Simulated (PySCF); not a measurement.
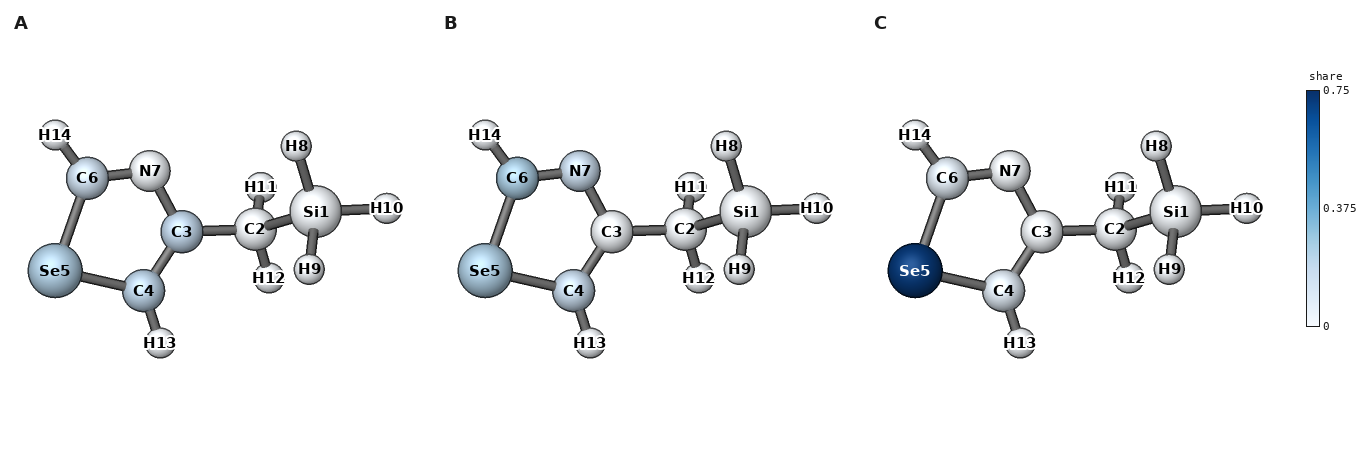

Each panel colours the atoms by their Löwdin share in one orbital (up to four of the largest shares; other atoms are shown as zero). The computed structure is the end point of a GFN2-xTB optimisation. No frequency run is at hand to confirm it as a minimum. Method: CAM-B3LYP/def2-SVPD (PySCF 2.14.0).

The panels show the HOMO, LUMO, LUMO+1, in some order. Which is which?

A: HOMO, −7.93 eV; Se5 0.23, C4 0.20, C3 0.19, C6 0.14
B: LUMO, 0.07 eV; C6 0.24, Se5 0.23, C4 0.17, N7 0.16
C: LUMO+1, 0.46 eV; Se5 0.72, C4 0.07, C6 0.07

The geometry is semi-empirical. Around Se, Si such bond lengths and angles can be off by a tenth of an ångström or more and by several degrees, and values that hang on the shape move with them.
